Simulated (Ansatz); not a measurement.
**AlClFH3O: two geometries relaxed**

Aim: relax the geometries before and after the reaction (ligand exchange), and see whether they are two minima and how far apart in energy. Meant to form: Al1–Cl6, H7–O2; to break: Al1–O2, H7–Cl6. The start is a guess near the saddle point, from which both ends are pulled out.

Method: RKS PBE0-D4/def2-SVP, in Ansatz 0.2.0.

## 1. Starting point

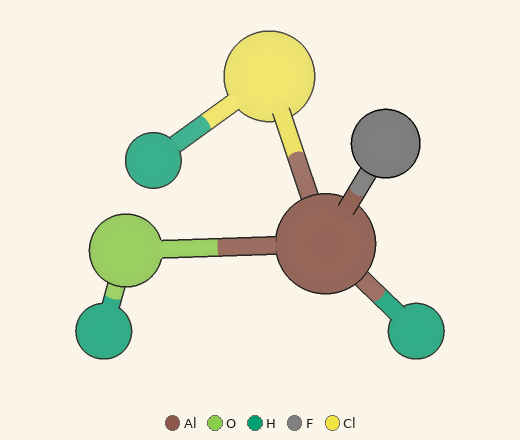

Start, viewed from a chosen angle; aluminium brown, oxygen green, hydrogen teal, fluorine grey, chlorine yellow.

Structure file:

```xyz
7

Al    0.0000    0.0000    0.0000
O     0.0000    0.0000    2.1300
H    -0.9095   -0.2814    2.4671
F     1.4635    0.0000   -0.8450
H    -1.3510    0.0000   -0.7800
Cl    0.1134    2.3983    0.7978
H     0.0597    1.2630    1.9417
```

## 2. A restrained relaxation towards end A

Springs on the bonds that form and break draw the guess towards this end; the thresholds are loose.

Input file input.yaml:

```yaml
crystal:
  periodic: [false, false, false]
  atoms:
    - { symbol: Al, position_ang: [0.0, 0.0, 0.0] }
    - { symbol: O, position_ang: [0.0, 0.0, 2.13] }
    - { symbol: H, position_ang: [-0.9095, -0.2814, 2.4671] }
    - { symbol: F, position_ang: [1.4635, 0.0, -0.845] }
    - { symbol: H, position_ang: [-1.351, 0.0, -0.78] }
    - { symbol: Cl, position_ang: [0.1134, 2.3983, 0.7978] }
    - { symbol: H, position_ang: [0.0597, 1.263, 1.9417] }
basis:
  gaussian: { orbitals: def2-SVP }
hamiltonian:
  xc: pbe0
  dispersion: d4
relax:
  f_tol: 0.15
  max_steps: 25
  restrain:
    - { distance: [0, 5], at: 3.43, k: 30.0 }
    - { distance: [6, 1], at: 2.21, k: 30.0 }
    - { distance: [0, 1], at: 1.78, k: 30.0 }
    - { distance: [6, 5], at: 1.37, k: 30.0 }
```

The run is started by

```
$ ansatz run input.yaml --threads 2 --pin off --max-ram 3072MiB --backend cpu --events-out ev --progress --plain --runs-dir out
```

Output, cut to the lines that bear on the results:

```text
Warning: RAYON_NUM_THREADS=2 ignored (pool sized by the plan → 2); use --threads N
[...]
Functional definition: PBE0
[...]
784 factors; integrals over basis functions are off by at most 3.1e-4 eV
[...]
mean field -23913.58446094 eV, -878.8080197298 hartree, gradient 3.7e-5 eV, S^2 0.000000; 0 other end points of the search recorded, 0 dependent functions left out
[...]
reference -23913.58448866 eV, -878.8080207487 hartree; 25, 25 occupied and 54, 54 virtual orbitals, 784 factors
relax step   1: F+E_penalty+E_count = -23913.68814610 eV  Δ(F+E_penalty+E_count) = +0.000e0 eV  max|allowed force component| = 2.486e0 eV/Å  E_restraint = 27.88783113 eV  max|allowed force component, restraints' pulls added| = 3.124e1 eV/Å  Δτ_max = 0.0000 Å  (25 SCF iters, accepted)
[...]
relax step   3: F+E_penalty+E_count = -23913.46361589 eV  Δ(F+E_penalty+E_count) = -1.538e-1 eV  max|allowed force component| = 1.794e0 eV/Å  E_restraint = 2.82905207 eV  max|allowed force component, restraints' pulls added| = 9.918e0 eV/Å  Δτ_max = 0.1948 Å  (29 SCF iters, accepted)
[...]
relax step   5: F+E_penalty+E_count = -23913.89933239 eV  Δ(F+E_penalty+E_count) = -1.212e-1 eV  max|allowed force component| = 1.564e0 eV/Å  E_restraint = 0.02377118 eV  max|allowed force component, restraints' pulls added| = 1.198e0 eV/Å  Δτ_max = 0.1921 Å  (28 SCF iters, accepted)
[...]
relax step   9: F+E_penalty+E_count = -23914.02217758 eV  Δ(F+E_penalty+E_count) = -1.187e-2 eV  max|allowed force component| = 1.029e0 eV/Å  E_restraint = 0.03316133 eV  max|allowed force component, restraints' pulls added| = 7.990e-2 eV/Å  Δτ_max = 0.0743 Å  (28 SCF iters, accepted)
  distance Al 0 - Cl 5 = 3.4237 Å
  distance H 6 - O 1 = 2.2025 Å
  distance Al 0 - O 1 = 1.7499 Å
  distance H 6 - Cl 5 = 1.3353 Å
784 factors; integrals over basis functions are off by at most 7.7e-4 eV
mean field -23913.92584881 eV, -878.8205655026 hartree, gradient 1.3e-5 eV, S^2 0.000000; 1 other end points of the search recorded, 0 dependent functions left out
[...]
reference -23913.92587826 eV, -878.8205665849 hartree; 25, 25 occupied and 54, 54 virtual orbitals, 784 factors
Total energy: -23914.02220703 eV, -878.8241066018 hartree
Atom 0 at    -0.096916    -0.237479     0.028056 Å, force     0.095406     0.182176     0.922785 eV/Å
Atom 1 at    -0.060606    -0.267446     1.777284 Å, force     0.069506     0.219984    -0.913064 eV/Å
Atom 2 at    -0.859359    -0.442243     2.278522 Å, force    -0.079897    -0.021776     0.068955 eV/Å
Atom 3 at     1.394790    -0.203859    -0.693897 Å, force    -0.010977    -0.010806    -0.007652 eV/Å
Atom 4 at    -1.404248    -0.344421    -0.827511 Å, force    -0.028786    -0.010858    -0.002129 eV/Å
Atom 5 at     0.111667     2.976154     1.190171 Å, force     0.137073    -1.029171     0.543611 eV/Å
Atom 6 at     0.290772     1.899194     1.958975 Å, force    -0.182325     0.670449    -0.612505 eV/Å
Dipole moment:    -0.500798    -0.256119     0.291905 e Å
```

Run time: 13 s. Hardware: 2 threads of Arm Neoverse V2, shared host; peak memory 0.15 GiB.

Relaxation path:

| step | energy from step 1 (eV) | largest force component (eV/Å) |
| --- | --- | --- |
| 1 | 0.0000 | 2.4865 |
| 2 | 0.3783 | 2.1512 |
| 3 | 0.2245 | 1.7937 |
| 4 | -0.0900 | 1.5173 |
| 5 | -0.2112 | 1.5640 |
| 6 | -0.2374 | 1.8964 |
| 7 | -0.3089 | 1.0321 |
| 8 | -0.3222 | 1.0900 |
| 9 | -0.3340 | 1.0292 |

Step 1 is the start. Energies and forces in the table leave out the springs, which the log lists apart; the run stops on the force with the springs' pull added.

After: Bond lengths: Al1–O2 1.750 Å, O2–H3 0.959 Å, Al1–F4 1.658 Å, Al1–H5 1.566 Å, Cl6–H7 1.335 Å. Angles: Al1–O2–H3 120.5°, O2–Al1–F4 114.6°, O2–Al1–H5 124.2°, F4–Al1–H5 121.0°.

Pairs that crossed the distance rule for bonds on the way: came closer Cl6–H7; moved apart Al1–Cl6.

## 3. End point A

It starts where the restrained run ended.

Input file input.yaml:

```yaml
crystal:
  periodic: [false, false, false]
  atoms:
    - { symbol: Al, position_ang: [-0.096916, -0.237479, 0.028056] }
    - { symbol: O, position_ang: [-0.060606, -0.267446, 1.777284] }
    - { symbol: H, position_ang: [-0.859359, -0.442243, 2.278522] }
    - { symbol: F, position_ang: [1.39479, -0.203859, -0.693897] }
    - { symbol: H, position_ang: [-1.404248, -0.344421, -0.827511] }
    - { symbol: Cl, position_ang: [0.111667, 2.976154, 1.190171] }
    - { symbol: H, position_ang: [0.290772, 1.899194, 1.958975] }
basis:
  gaussian: { orbitals: def2-SVP }
hamiltonian:
  xc: pbe0
  dispersion: d4
relax:
  f_tol: 0.03
  max_steps: 50
```

The run is started by

```
$ ansatz run input.yaml --threads 2 --pin off --max-ram 3072MiB --backend cpu --events-out ev --progress --plain --runs-dir out
```

Output, cut to the lines that bear on the results:

```text
Warning: RAYON_NUM_THREADS=2 ignored (pool sized by the plan → 2); use --threads N
[...]
Functional definition: PBE0
[...]
777 factors; integrals over basis functions are off by at most 5.9e-4 eV
[...]
mean field -23913.92583191 eV, -878.8205648817 hartree, gradient 3.6e-5 eV, S^2 0.000000; 0 other end points of the search recorded, 0 dependent functions left out
[...]
reference -23913.92586137 eV, -878.8205659644 hartree; 25, 25 occupied and 54, 54 virtual orbitals, 777 factors
relax step   1: F+E_penalty+E_count = -23914.02216068 eV  Δ(F+E_penalty+E_count) = +0.000e0 eV  max|allowed force component| = 1.029e0 eV/Å  Δτ_max = 0.0000 Å  (24 SCF iters, accepted)
[...]
relax step   5: F+E_penalty+E_count = -23914.32247049 eV  Δ(F+E_penalty+E_count) = -3.059e-2 eV  max|allowed force component| = 7.057e-1 eV/Å  Δτ_max = 0.1068 Å  (29 SCF iters, accepted)
[...]
mean field -23915.30426697 eV, -878.8712214355 hartree, gradient 1.6e-5 eV, S^2 0.000000; 1 other end points of the search recorded, 0 dependent functions left out
[...]
reference -23915.30429525 eV, -878.8712224750 hartree; 25, 25 occupied and 54, 54 virtual orbitals, 780 factors
Total energy: -23915.40841133 eV, -878.8750486703 hartree
Atom 0 at     0.002056     0.514704    -0.040191 Å, force    -0.007968    -0.003248    -0.014112 eV/Å
Atom 1 at    -0.047064     0.076481     1.887741 Å, force    -0.001236    -0.004950    -0.011327 eV/Å
Atom 2 at    -0.784005    -0.444838     2.233954 Å, force     0.001544     0.002516     0.000025 eV/Å
Atom 3 at     1.423217    -0.200518    -0.546761 Å, force     0.010717    -0.000340     0.009491 eV/Å
Atom 4 at    -1.360152    -0.092802    -0.556610 Å, force    -0.004594     0.001121     0.011137 eV/Å
Atom 5 at     0.146072     2.613502     0.354576 Å, force     0.001352     0.005794     0.001530 eV/Å
Atom 6 at    -0.004025     0.913372     2.378892 Å, force     0.000185    -0.000893     0.003257 eV/Å
Dipole moment:    -0.510176    -0.285745     0.981596 e Å
```

Wall time 27 s (2 threads of Arm Neoverse V2, shared host); peak memory 0.15 GiB.

The steps of the relaxation:

| step | energy from step 1 (eV) | largest force component (eV/Å) |
| --- | --- | --- |
| 1 | 0.0000 | 1.0291 |
| 2 | -0.1146 | 0.3280 |
| 3 | -0.2086 | 0.4932 |
| 4 | -0.2697 | 0.5118 |
| 5 | -0.3003 | 0.7057 |
| 6 | -0.3756 | 0.9445 |
| 7x | -0.2913 | 4.5564 |
| 8 | -0.5310 | 0.9621 |
| 9 | -0.7159 | 1.0066 |
| 10 | -0.8570 | 3.7579 |
| 11 | -1.1596 | 1.2252 |
| 12 | -1.3360 | 0.3386 |
| 13 | -1.3661 | 0.4658 |
| 14 | -1.3760 | 0.2349 |
| 15 | -1.3800 | 0.2290 |
| 16 | -1.3823 | 0.0865 |
| 17 | -1.3854 | 0.0523 |
| 18 | -1.3860 | 0.0812 |
| 19 | -1.3862 | 0.0141 |

Step 1 is the start. 1 step was tried and not accepted (7; marked x where the table lists them).

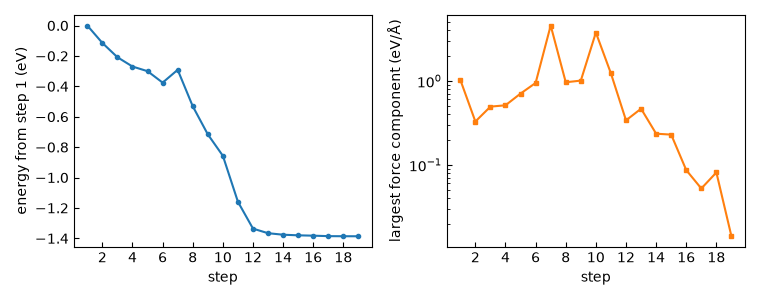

Energy and largest force along the relaxation.

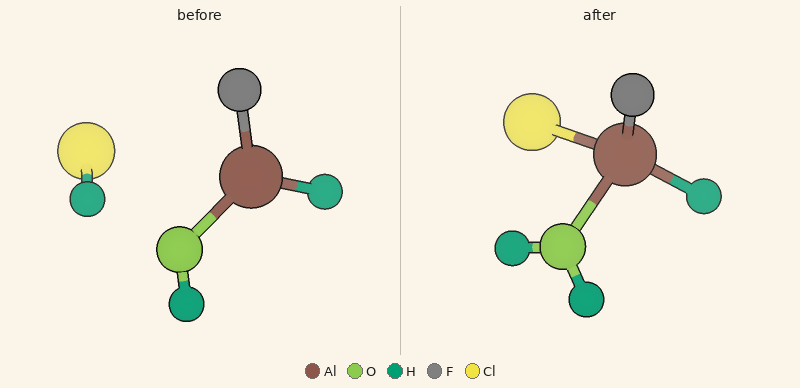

Before and after, at one scale.

After: Bond lengths: Al1–O2 1.978 Å, O2–H3 0.967 Å, Al1–F4 1.670 Å, Al1–H5 1.578 Å, Al1–Cl6 2.140 Å, O2–H7 0.971 Å. Angles: Al1–O2–H3 119.2°, Al1–O2–H7 107.5°, H3–O2–H7 108.5°, O2–Al1–F4 102.8°, O2–Al1–H5 102.3°, O2–Al1–Cl6 92.2°, F4–Al1–H5 118.1°, F4–Al1–Cl6 114.8°, H5–Al1–Cl6 119.7°.

Pairs that crossed the distance rule for bonds on the way: came closer Al1–Cl6, O2–H7; moved apart Cl6–H7.

[end of part 1 of 2]
